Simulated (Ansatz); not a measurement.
# TaSi2N4 bilayer (AA') in a perpendicular field, part 2 of 3

Aim: how the TaSi2N4 bilayer (AA') screens a field along its normal, and what the field does to its bands. A positive field points along +c.

Ansatz 0.2.0; plane-wave DFT, PBE-D3(BJ), Ansatz PAW.

So far: The structure; Relaxation.

## 2. Relaxation (continued)

Step by step:

| step | energy less that of the first step (eV) | largest force component (eV/Å) | volume (Å³) |
| --- | --- | --- | --- |
| 1 | 0.0000 | 3.3725 | 492.93 |
| 2 | -1.4912 | 0.4547 | 497.35 |
| 3 | -1.5545 | 0.2914 | 501.60 |
| 4 | -1.5873 | 0.0782 | 503.35 |
| 5 | -1.5881 | 0.0452 | 503.59 |
| 6 | -1.5884 | 0.0208 | 503.49 |
| 7 | -1.5885 | 0.0071 | 503.43 |
| 8 | -1.5885 | 0.0028 | 503.41 |
| 9* | -1.5994 | 0.0028 | 503.41 |
| 10 | -1.5991 | 0.0056 | 503.68 |
| 11 | -1.5992 | 0.0026 | 503.62 |
| 12* | -1.5994 | 0.0025 | 503.62 |

Relaxation steps marked * repeat the geometry before them on a plane-wave basis chosen anew for their cell, so energy and pressure can jump there.

The run keeps the 12 symmetry operations that it works with, so distortions that break them were not tested.

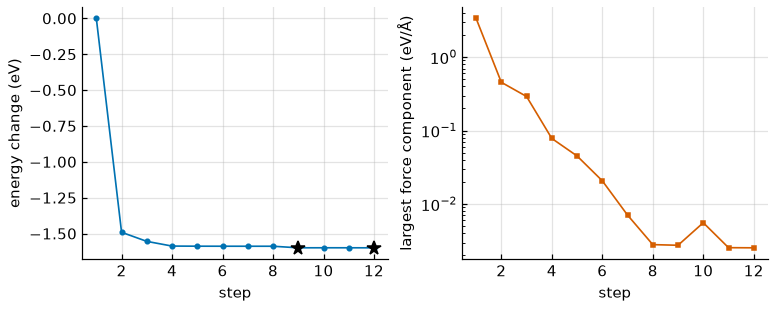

Energy and largest force along the relaxation. Stars mark steps on a basis chosen anew.

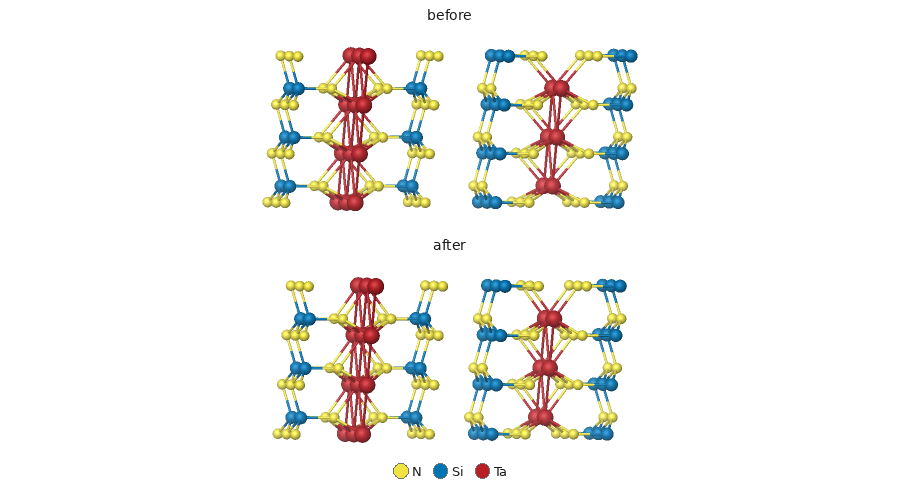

The structure before and after the relaxation, drawn at the same scale. Bonds to atoms that aren't drawn are left out.

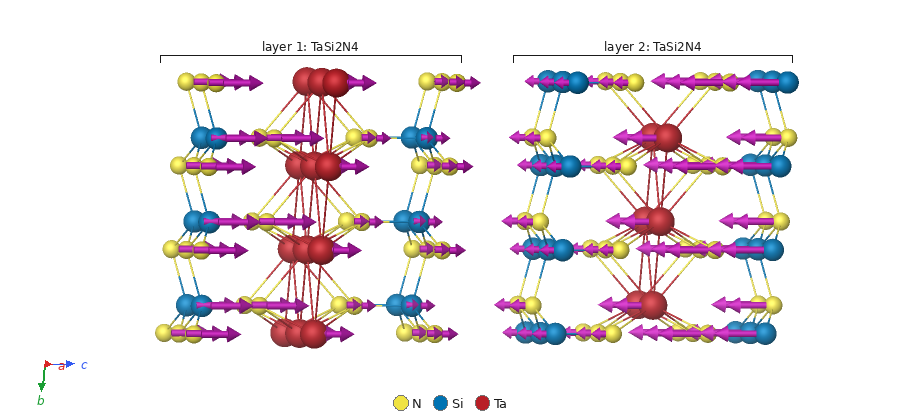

Displacements in the relaxation, exaggerated, measured against the changing cell; the longest in the cell stands for 0.57 Å. Bonds to atoms that aren't drawn are left out. 2×3×1 cells are drawn. Some periodic images of atoms are drawn too.

| cell as run | before | after | change |
| --- | --- | --- | --- |
| a (Å) | 2.920 | 2.951 | +1.1 % |
| b (Å) | 2.920 | 2.951 | +1.1 % |

The atoms that moved most (Å, along periodic axes as changes of fractional coordinates times the final cell, across vacuum about the mean position):

| atom | dx | dy | dz | length |
| --- | --- | --- | --- | --- |
| Si2 | 0.000 | 0.000 | 0.574 | 0.574 |
| Si13 | 0.000 | 0.000 | -0.574 | 0.574 |
| N3 | 0.000 | 0.000 | 0.574 | 0.574 |
| N12 | 0.000 | 0.000 | -0.574 | 0.574 |
| N14 | 0.000 | 0.000 | -0.540 | 0.540 |
| N1 | 0.000 | 0.000 | 0.540 | 0.540 |
| Ta4 | 0.000 | 0.000 | 0.386 | 0.386 |
| Ta11 | 0.000 | 0.000 | -0.386 | 0.386 |

Final coordinates:

```xyz
14
Lattice="2.9515 0.0000 0.0000 -1.4757 2.5561 0.0000 0.0000 0.0000 66.7553" Properties=species:S:1:pos:R:3
N     0.0000    0.0000   24.9899
Si    0.0000    1.7040   25.4938
N     0.0000    1.7040   27.2430
Ta    0.0000    0.0000   28.5001
N     0.0000    1.7040   29.7563
Si    0.0000    1.7040   31.5041
N     0.0000    0.0000   31.9990
N     0.0000    1.7040   34.7563
Si    0.0000    0.0000   35.2511
N     0.0000    0.0000   36.9990
Ta    0.0000    1.7040   38.2552
N     0.0000    0.0000   39.5123
Si    0.0000    0.0000   41.2615
N     0.0000    1.7040   41.7654
```

Numbers from this step:

- energy at zero smearing: -25496.9572 eV
- total moment: 1.405 μB

Site moment by atom:

| atom | site moment (μB) |
| --- | --- |
| N1 | 0.008 |
| Si2 | 0.003 |
| N3 | 0.011 |
| Ta4 | 0.236 |
| N5 | 0.012 |
| Si6 | 0.003 |
| N7 | 0.009 |
| N8 | 0.009 |
| Si9 | 0.003 |
| N10 | 0.012 |
| Ta11 | 0.236 |
| N12 | 0.011 |
| Si13 | 0.003 |
| N14 | 0.008 |

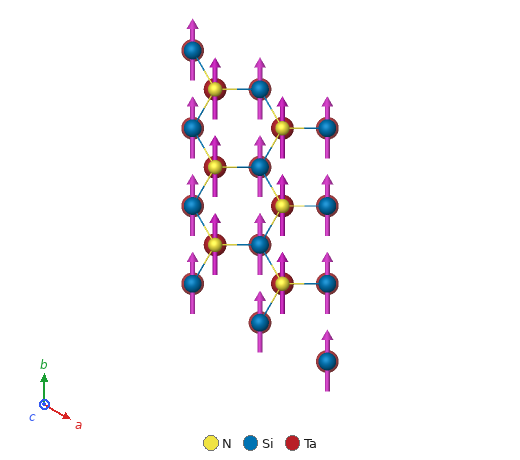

Site moment as arrows, the longest 0.236 μB. Up and down stand for the sign. Arrows give size and sign along the axis of quantisation, drawn up and down the page. Bonds to atoms that aren't drawn are left out. 2×3×1 cells are drawn. Some periodic images of atoms are drawn too.

The lattice constant a goes from 2.920 to 2.951 Å.

## 3. Single point, field 0

A sawtooth potential applies the field, turning back in the middle of the vacuum. With the dipole correction the typed value is the field outside the slab. The induced dipole is small, so the SCF threshold is tight.

The cell differs from the one that the last finished run ended in (c 66.755 → 34.775 Å).

Input file input.yaml:

```yaml
crystal:
  lattice:
    - [2.9514948504, 0.0, 0.0]
    - [-1.4757474252, 2.5560695196, 0.0]
    - [0.0, 0.0, 34.7754236544]
  atoms:
    - { symbol: "N", position: [0.0, 0.0, 0.258803461], spin: 0.01 }
    - { symbol: Si, position: [0.3333333333, 0.6666666667, 0.2732918508] }
    - { symbol: "N", position: [0.3333333333, 0.6666666667, 0.3235922994], spin: 0.01 }
    - { symbol: Ta, position: [0.0, 0.0, 0.3597410789], spin: 0.24 }
    - { symbol: "N", position: [0.3333333333, 0.6666666667, 0.3958657082], spin: 0.01 }
    - { symbol: Si, position: [0.3333333333, 0.6666666667, 0.4461257071] }
    - { symbol: "N", position: [0.0, 0.0, 0.4603543312], spin: 0.01 }
    - { symbol: "N", position: [0.3333333333, 0.6666666667, 0.5396456688], spin: 0.01 }
    - { symbol: Si, position: [0.0, 0.0, 0.5538742929] }
    - { symbol: "N", position: [0.0, 0.0, 0.6041342918], spin: 0.01 }
    - { symbol: Ta, position: [0.3333333333, 0.6666666667, 0.6402589211], spin: 0.24 }
    - { symbol: "N", position: [0.0, 0.0, 0.6764077006], spin: 0.01 }
    - { symbol: Si, position: [0.0, 0.0, 0.7267081492] }
    - { symbol: "N", position: [0.3333333333, 0.6666666667, 0.741196539], spin: 0.01 }
magnetization:
  spin_polarized: true
kpoints:
  mp_grid: { grid: [18, 18, 1] }
  band_path:
    path: [[0, 0, 0], [0.5, 0, 0], [0.33333333, 0.33333333, 0], [0, 0, 0]]
    npoints: 16
hamiltonian:
  xc: pbe
  dispersion: d3bj
scf:
  occupations: { method: fermi_dirac, width: 0.05 }
  convergence: { dr2_threshold: 1.0e-10 }
efield:
  axis: 3
  dipole_correction: true
  ramp_position: 0.97
  ramp_width: 0.06
  amplitude: 0
output:
  dos: { projected: true, e_range: [-6, 5] }
  bader: true
  write_potential: true
  write_density: true
  volumetric_format: npy
  elf: true
```

Run with:

```bash
ansatz run input.yaml --threads 4 --pin off --max-ram 6144MiB --backend cpu --events-out ev --progress --plain --runs-dir out
```

Numbers of over 12 decimals in the logs are rounded to 6 here.

Output:

```text
[...]
Crystal: 14 atoms, lattice volume = 262.354 Å³
Basis set: ecut = 420 eV, 5049 PW (Γ)
Bands: 56, of which v1, the nominal top of the filled ones, is band 41 counted from 1 (40 counted from 0)
Symmetry: 6 space group operations
k-points: 37 of 324 (time reversal used)
[...]
Starting moments: Σ|m| = 0.56 μB on 10 of 14 sites
[...]
SCF iter   1: F=—  HF=-25441.825639 eV  |F-HF|=—  |Δ(HF+E_count)|=         —  Δρ=4.44e-2 (↑4.41e-2 ↓4.44e-2)  dr2=2.76e1  dr2_m=1.22e-2  M=0.123 μB ∫|m|=0.151 μB  β_m=0.38  ethr=3.10e-3  p=0.000 e·Å  D=2.31e-13 V/Å  ΔV_dip=-0.00 eV  dr2_dipole=4.49e-6  V_vac-E_F(+/−)=6.44/6.44 eV  ⟨swp⟩=8.7  Hψ=22082  notcnv=0  defer=47
[...]
efield: sawtooth ramp at fractional position 0.9700 (set: `efield.ramp_position`, or a place that a band, a saddle search or an elastic batch's reference lends), width 0.0600; the density the first Hamiltonian is built on has a dipole p = 0.000 e·Å; the dipole correction subtracts the counter field D = 2.31e-13 V/Å, which shifts the + side's vacuum level by -0.00 eV against the − side's; the planar-averaged density in the ramp window peaks in size at 2.6e-6 e/Å³
[...]
SCF iter   2: F=—  HF=-25473.579930 eV  |F-HF|=—  |Δ(HF+E_count)|=    3.18e1  Δρ=2.05e-2 (↑2.05e-2 ↓2.05e-2)  dr2=5.34e0  dr2_m=4.77e-3  M=0.114 μB ∫|m|=0.130 μB  β_m=0.40  ethr=3.10e-3  p=-0.000 e·Å  D=-5.68e-5 V/Å  ΔV_dip=0.00 eV  dr2_dipole=1.06e-3  V_vac-E_F(+/−)=5.70/5.70 eV  ⟨swp⟩=3.8  Hψ=10055  notcnv=0  defer=628
density mixer auto → msr1: a metal under ldos (density of states about μ 0.74 of a free-electron gas's, 24 screened modes)
SCF iter   3: F=—  HF=-25494.472901 eV  |F-HF|=—  |Δ(HF+E_count)|=    2.09e1  Δρ=1.22e-2 (↑1.22e-2 ↓1.20e-2)  dr2=7.84e-1  dr2_m=5.26e-4  M=0.129 μB ∫|m|=0.134 μB  β_m=0.59  ethr=3.10e-3  p=-0.000 e·Å  D=-1.08e-4 V/Å  ΔV_dip=0.00 eV  dr2_dipole=1.18e-3  V_vac-E_F(+/−)=5.44/5.44 eV  ⟨swp⟩=3.1  Hψ=7972  notcnv=0  defer=628
[...]
SCF iter  35: F=-25496.976452 eV  HF=-25496.976452 eV  |F-HF|=5.46e-11  |Δ(HF+E_count)|=  1.09e-11  Δρ=1.65e-8 (↑7.90e-9 ↓1.65e-8)  dr2=3.18e-11  dr2_m=1.82e-13  M=1.441 μB ∫|m|=1.457 μB  ethr=1.00e-12  p=0.000 e·Å  D=1.13e-6 V/Å  ΔV_dip=-0.00 eV  dr2_dipole=1.54e-11  V_vac-E_F(+/−)=5.31/5.31 eV  ⟨swp⟩=16.2  Hψ=19936  notcnv=0
SCF 1 converged in 35 iterations: F = -25496.976452 eV  dr2 = 3.18e-11
[...]
at 1 of the mixer's solves, the last at iteration 8, it left a direction of its history that read negative out of its fit and stepped the other way along it
[...]
NSCF: frozen V_eff on 49 k-points
efield: sawtooth ramp at fractional position 0.9700 (kept from the solve that this one continues, or follows in the run), width 0.0600; the density the first Hamiltonian is built on has a dipole p = 0.000 e·Å; the dipole correction subtracts the counter field D = 1.13e-6 V/Å, which shifts the + side's vacuum level by -0.00 eV against the − side's; the planar-averaged density in the ramp window peaks in size at 2.1e-6 e/Å³
SCF converged after 35 iterations
Magnetization: 1.4414 μB (41.7207 up, 40.2793 down)
Absolute magnetization: 1.4575 μB (∫|ρ↑−ρ↓|, with the PAW one-centre terms)
[...]
Per-site moments (μB) at R_I (Å): [(0.00782797, 0.733001), (0.00288006, 0.721553), (0.011707, 0.721553), (0.242052, 0.873287), (0.012094, 0.720973), (0.00283374, 0.720973), (0.00899277, 0.731953), (0.00899264, 0.731953), (0.00283374, 0.720973), (0.012094, 0.720973), (0.242052, 0.873287), (0.011707, 0.721553), (0.00288003, 0.721553), (0.00782766, 0.733001)]
Free energy (F): -25496.976452 eV
[...]
Internal energy: -25496.944314 eV  (E = F + TS)
E sigma→0 (E₀):  -25496.960383 eV
Entropy (-TS):   -0.032138 eV (-2.296 meV/atom)
Fermi energy:    4.463965 eV
Dipole field:    D = -0.000003 V/Å  (p = -0.000005 e·Å, saw-weighted, corrected)
Work function:   Φ+ = 5.3101 eV   Φ− = 5.3100 eV
Levels:          The Fermi level and band energies are counted from a zero that moves with the ramp; work functions are not
[...]
--- Band table (eV; the first three rows and the last of 74) ---
  k-point 0 ↑: bands = [... 37 lower, 2.2311, 2.2311, 2.5599, 4.9609, 5.0528, 8.0775, 8.0803, 8.0803, ... 11 higher]
  k-point 1 ↑: bands = [... 37 lower, 2.1752, 2.2688, 2.5848, 4.9491, 5.0180, 7.7368, 7.8038, 8.0923, ... 11 higher]
  k-point 2 ↑: bands = [... 37 lower, 2.0471, 2.2858, 2.5855, 4.8200, 4.8434, 7.5745, 7.6878, 8.1321, ... 11 higher]
  k-point 36 ↓: bands = [... 37 lower, 2.2845, 3.0857, 3.0857, 5.2726, 5.2819, 8.1472, 8.1472, 8.4375, ... 11 higher]
--- Bader charges: 14 sites ---
  site symbol  charge [e]  shift [e]    m [muB]
     0      N     -2.2892     0.0094     0.0140
     1     Si      3.0714     0.0125     0.0040
     2      N     -1.8322     0.0022     0.0737
     3     Ta      2.1002     0.0018     0.5362
     4      N     -1.8332     0.0021     0.0741
     5     Si      3.0762     0.0126     0.0038
     6      N     -2.2932     0.0096     0.0149
     7      N     -2.2932     0.0096     0.0149
     8     Si      3.0762     0.0126     0.0038
     9      N     -1.8332     0.0021     0.0741
    10     Ta      2.1003     0.0018     0.5362
    11      N     -1.8322     0.0022     0.0737
    12     Si      3.0713     0.0125     0.0040
    13      N     -2.2892     0.0094     0.0140
  estimated error of the sums over rays = 7.7e-4 e
```

Elapsed: 62 s, on 4 threads of AMD EPYC 9R45, shared host; peak memory 1.5 GiB.

Reading the cycles: dr2 is the Hartree energy of the density residual (eV), the measure of convergence; HF is the Harris–Foulkes estimate of the energy, which meets the free energy F at convergence.

Numbers from this step:

```yaml
energy_at_zero_smearing: -25496.9604 eV
total_moment: 1.441 μB
work_function_upper_face: 5.310 eV
dipole_along_the_normal: -5.04e-6 e·Å
```

The electron's electrostatic potential energy less the Fermi level oscillates, so the rows of the table below give means over windows of 3.26 Å about each position, cut where the curve ends. Its maxima inside the range that stand out by 2 % of the span (Å: eV): 10.9: -8.29, 14.2: -8.36, 17.4: -2.21, 20.6: -8.36, 23.9: -8.29. Its minima: 10.1: -9.86, 12.5: -12.8, 14.9: -9.95, 19.9: -9.95, 22.3: -12.8, 24.6: -9.86.

Running mean over a fixed 2.8 Å (it still follows the layers) of the planar mean; the ramp of the sawtooth is left out. Table of electron's electrostatic potential energy less the Fermi level by z; means over each step:

| z (Å) | electron's electrostatic potential energy less the Fermi level (eV) |
| --- | --- |
| 4.96 | 5.30 |
| 8.22 | -2.62 |
| 11.48 | -10.5 |
| 14.74 | -9.05 |
| 18.00 | -5.73 |
| 21.26 | -10.5 |
| 24.52 | -8.94 |
| 27.78 | 2.45 |
| 31.04 | 5.31 |

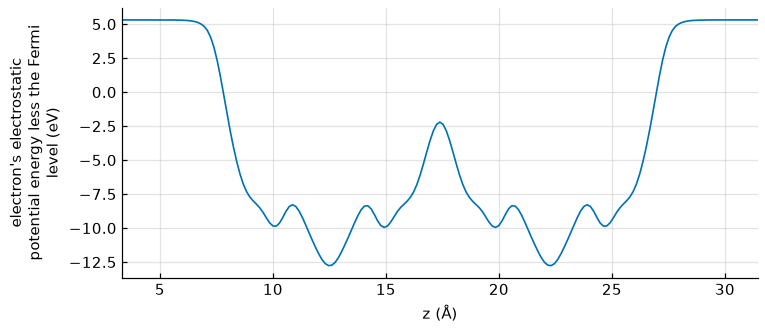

Electron's electrostatic potential energy less the Fermi level, plotted against z.

The density of states has structure finer than the step of the table below, so its rows give means over 0.5 eV, whole bins alone (the curve runs from -6 to 1.99 eV). Peaks (eV: height): total -5.50: 17.1, -3.30: 9.59, -3.02: 9.20, -2.75: 9.13, -2.36: 14.7, -2.17: 15.7, -2.06: 10.7; up -5.50: 9.62, -3.60: 4.97, -3.41: 4.89, -2.42: 8.11, -2.22: 10.1, -2.06: 7.47, -0.62: 6.53; down -5.45: 9.56, -3.30: 5.52, -2.72: 5.15, -2.36: 8.98, -2.17: 11.9, -2.03: 5.12, 0.04: 6.93.

The density of states by energy, zero at the Fermi level; means over each step; values in states/eV a cell:

| energy (eV) | total | up | down |
| --- | --- | --- | --- |
| -5.5 | 11.3 | 5.63 | 5.71 |
| -5.0 | 6.47 | 3.16 | 3.30 |
| -4.5 | 5.17 | 2.47 | 2.70 |
| -4.0 | 4.57 | 2.37 | 2.20 |
| -3.5 | 7.49 | 3.88 | 3.61 |
| -3.0 | 7.43 | 3.77 | 3.66 |
| -2.5 | 9.88 | 4.80 | 5.09 |
| -2.0 | 7.72 | 3.59 | 4.13 |
| -1.5 | 1.23 | 0.565 | 0.660 |
| -1.0 | 0.0107 | 0.0107 | 0 |
| -0.5 | 2.96 | 2.96 | 0 |
| 0.0 | 3.12 | 0.834 | 2.28 |
| 0.5 | 1.53 | 0.242 | 1.29 |
| 1.0 | 0.359 | 0 | 0.359 |
| 1.5 | 0 | 0 | 0 |

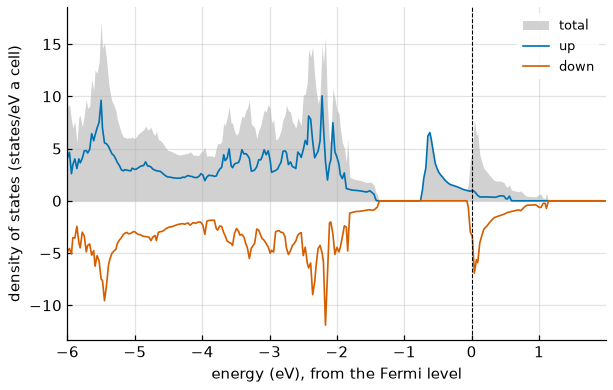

Density of states, plotted against energy. Down spins are drawn negative.

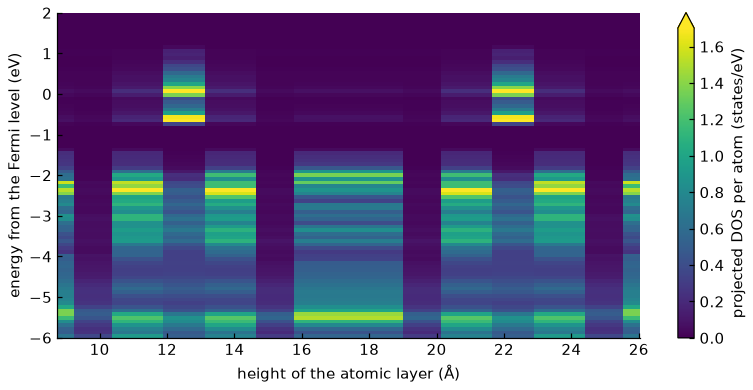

Projected DOS per atom over height of the atomic layer and energy from the Fermi level. Layers: N Si N Ta N Si N N Si N Ta N Si N from below.

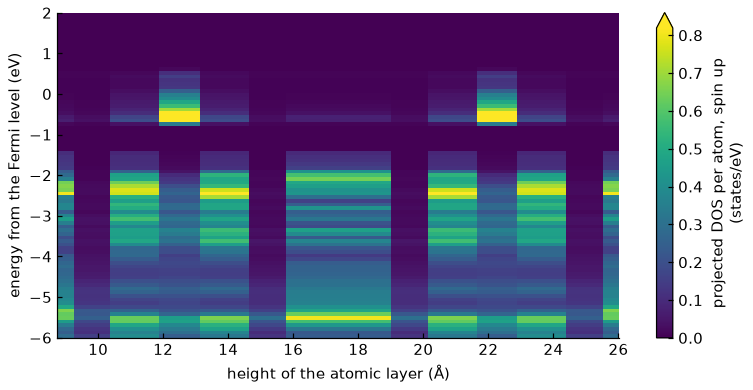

Projected DOS per atom, spin up over height of the atomic layer and energy from the Fermi level. Layers: N Si N Ta N Si N N Si N Ta N Si N from below.

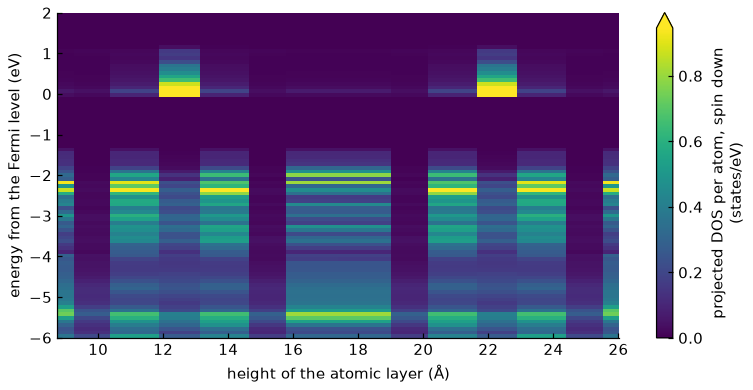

Projected DOS per atom, spin down over height of the atomic layer and energy from the Fermi level. Layers: N Si N Ta N Si N N Si N Ta N Si N from below.

Deep bands are left out, so band numbers here count from the lowest band kept and differ from the log's. Electronic bands along the path, in eV, zero at the Fermi level; # counts the bands kept:

| point | up #21 | up #22 | up #23 | up #24 | down #21 | down #22 | down #23 | down #24 |
| --- | --- | --- | --- | --- | --- | --- | --- | --- |
| Γ | -2.23 | -1.90 | 0.50 | 0.59 | -2.16 | -1.87 | 1.04 | 1.12 |
| M | -1.94 | -1.93 | -0.69 | -0.63 | -1.88 | -1.88 | -0.02 | 0.03 |
| K | -1.42 | -1.42 | 0.10 | 0.11 | -1.38 | -1.38 | 0.81 | 0.82 |
| Γ | -2.23 | -1.90 | 0.50 | 0.59 | -2.16 | -1.87 | 1.04 | 1.12 |

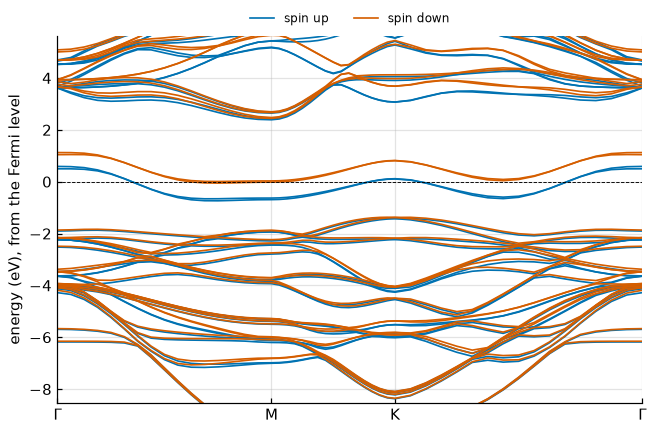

Electronic bands along the path; the two colours are the two spins.

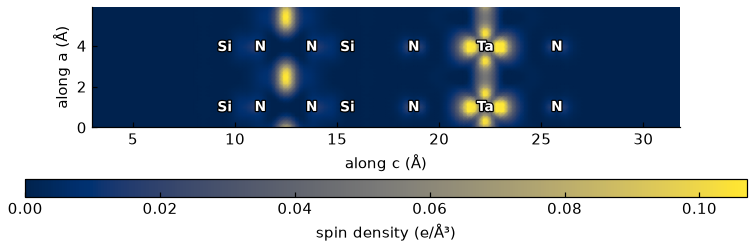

Spin density in the ca plane at fractional y = 0.667, with atoms of Si and N and Ta within 0.2 Å of it. The far vacuum is left out of the map.

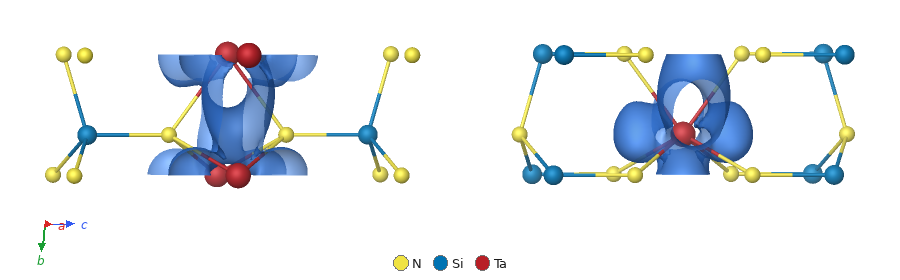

Surface of spin density = 0.026 e/Å³, which holds about 70 % of the integral of its size. Bonds to atoms that aren't drawn are left out.

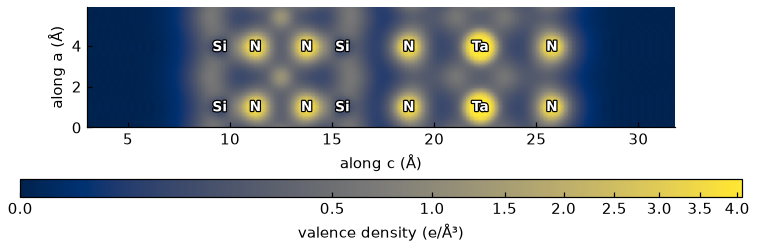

Valence density in the ca plane at fractional y = 0.667, with atoms of Si and N and Ta within 0.2 Å of it. It is the smooth field of the valence electrons, not physical close to the nuclei. The colour scale is stretched toward low values. The far vacuum is left out of the map.

[end of part 2 of 3]

[Logs are printed without paths, hosts, clocks, repeated set-up lines and the standing remarks that a program may print on its own settings, such as how far it seeks lower states.]

[Hosts, paths, dates, database ids (printed as entryN), source tags and the programs' standing remarks are cut or masked in the printed files.]

[Maps of the electrostatic potential energy from Ansatz leave out the sawtooth potential of an applied field or a dipole correction, so their vacuum need not be flat; planar profiles and work functions include it.]
